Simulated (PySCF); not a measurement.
# C6H10NSi (SMILES Cn1ccc([CH][SiH3])c1) (doublet): what the fields show

```yaml
atoms:
  - { symbol: C, position_ang: [-3.1432, -0.0519, -0.0917] }
  - { symbol: N, position_ang: [-1.7202, 0.1046, -0.0182] }
  - { symbol: C, position_ang: [-1.0697, 1.0816, 0.6854] }
  - { symbol: C, position_ang: [0.2717, 0.8997, 0.5662] }
  - { symbol: C, position_ang: [0.4829, -0.2586, -0.2528] }
  - { symbol: C, position_ang: [1.6995, -0.8144, -0.6407] }
  - { symbol: Si, position_ang: [3.3647, -0.1462, -0.1744] }
  - { symbol: C, position_ang: [-0.8038, -0.7128, -0.5825] }
  - { symbol: H, position_ang: [-3.4166, -0.5249, -1.0348] }
  - { symbol: H, position_ang: [-3.5127, -0.6748, 0.7291] }
  - { symbol: H, position_ang: [-3.6267, 0.9232, -0.0302] }
  - { symbol: H, position_ang: [-1.6230, 1.8338, 1.2148] }
  - { symbol: H, position_ang: [1.0441, 1.5028, 0.9980] }
  - { symbol: H, position_ang: [1.6368, -1.6971, -1.2633] }
  - { symbol: H, position_ang: [3.5680, 1.2175, -0.6877] }
  - { symbol: H, position_ang: [4.3870, -1.0268, -0.7466] }
  - { symbol: H, position_ang: [3.5461, -0.0941, 1.2843] }
  - { symbol: H, position_ang: [-1.0937, -1.5552, -1.1797] }
```

Geometry: GFN2-xTB.

All numbers below come from PySCF 2.14.0, density-fitted response routines, UKS B3LYP, pcH-1 on C H N Si, non-relativistic, mean-field spin-orbit, GIAO.

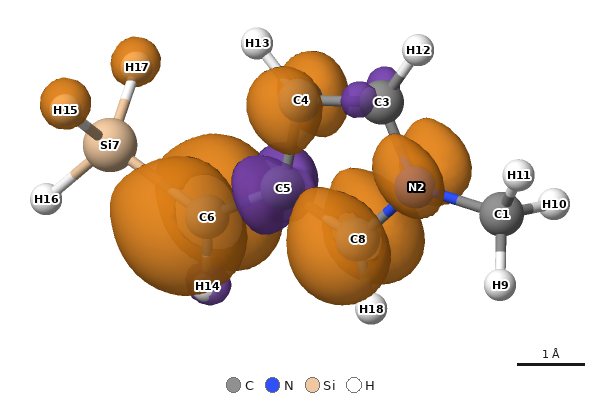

Figure 1. Isosurfaces of the spin density (α minus β) at +0.015 (orange) and −0.015 e/Å³ (purple), seen at an oblique angle.

Where is the unpaired spin?

Answer. The unpaired spin (1 electron) lies mostly on C6 (about 0.5) and C8 (about 0.2), in electrons by Hirshfeld's partition.

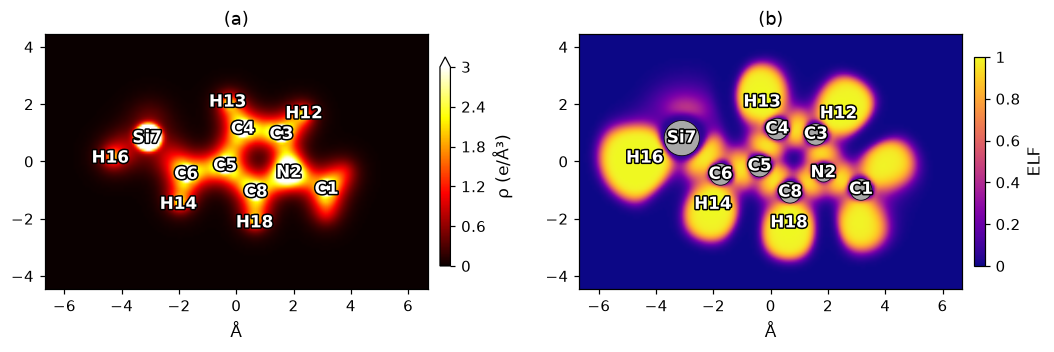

Figure 2. (a) electron density; (b) electron localisation function on the plane of atoms C3, C4 and H13. Grey discs cover the atomic cores in the ELF map.

What do the fields say about this system?

Answer.
- The plane passes through C, N, Si and H nuclei.
- C–N (1.35 Å): ρ at the midpoint is about 2.3 e/Å³; the ELF peaks at about 0.90 between the atoms; localised, covalent bonding.
- C–C (1.36 Å): ρ at the midpoint is about 2.2 e/Å³; the ELF peaks at about 0.95 between the atoms: a covalent bond.
- C–Si (1.85 Å): ρ at the midpoint is about 0.97 e/Å³; the ELF peaks at about 0.95 between the atoms, as expected for localised, covalent bonding.
- C–H (1.07 Å): the density is about 2 e/Å³ at the midpoint; the ELF climbs to about 1 towards the hydrogen, as it does in any bond to H; an ordinary covalent bond to hydrogen.
- C–C (1.40 Å): the density is about 2 e/Å³ at the midpoint; the ELF peaks at about 0.95 between the atoms (a covalent bond).

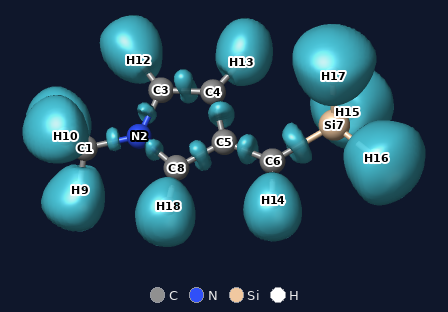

Figure 3. Isosurface of the ELF at 0.85 (cyan), seen at a tilt. Only the valence region is drawn (cores and ρ < 0.01 e/Å³ removed).

Identify the bonds, lone pairs and shells in this picture.

Answer. The surface consists of four regions between bonded C–C atoms (shared pairs), three regions between bonded C–N atoms (shared pairs), one region between bonded C–Si atoms (shared pairs) and ten regions around hydrogen nuclei.
